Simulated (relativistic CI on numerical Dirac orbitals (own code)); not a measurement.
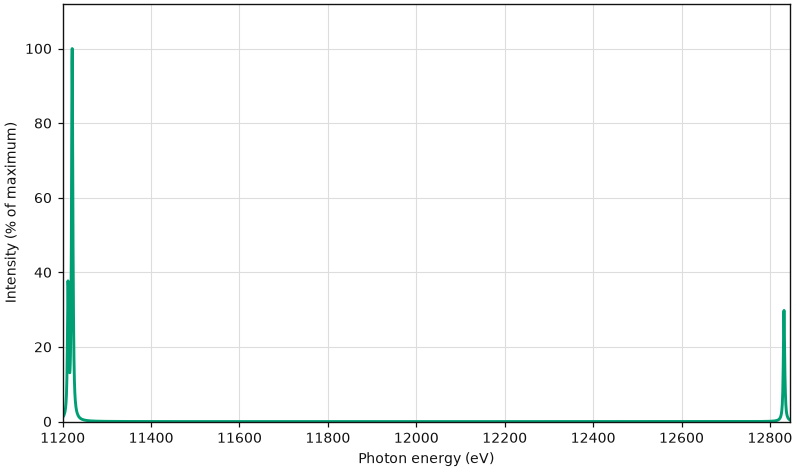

Computed core-level spectrum (absorption) of an ion of charge +4 in a field of Oh symmetry with 10Dq = 83,300 cm⁻¹. Multiplet model: relativistic Dirac–Coulomb–Breit theory, one configuration a step, Slater integrals scaled by 0.8, 300 K, Voigt broadening (Lorentzian 3 eV, Gaussian 1 eV full widths), computed with a radial Dirac CI code.

### Which element and which edge or line is it?

L₂,₃ X-ray absorption of Ir⁴⁺, initial configuration [Xe] 4f¹⁴ 5d⁵. The main maxima lie at 11212.1 eV (38), 11221.4 eV (100) and 12831.8 eV (30), heights in % of the largest; the centroid is at 11517.4 eV. The lower edge holds 0.82 of the intensity (branching ratio, edges parted at 12033 eV), and the core spin-orbit splitting of the orbitals is 1640 eV. The ground state has S = 0.52.

Limits of the model: free-ion energies, so absolute edge positions are off by a few eV from solids.
